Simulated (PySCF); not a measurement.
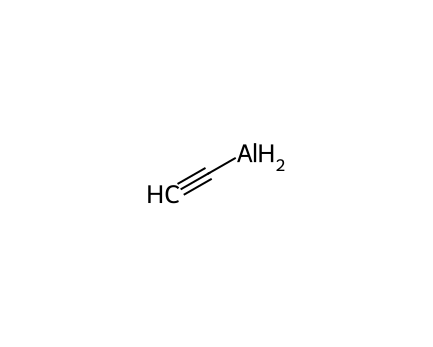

Source: calculation with PySCF.

### Transcribe the drawing into SMILES.

C#[C][AlH2]

### What is the molecular formula?

C2H3Al.

### An optimisation with PBE0-D3(BJ)/def2-SVP gave a structure of which point group?

C2v.
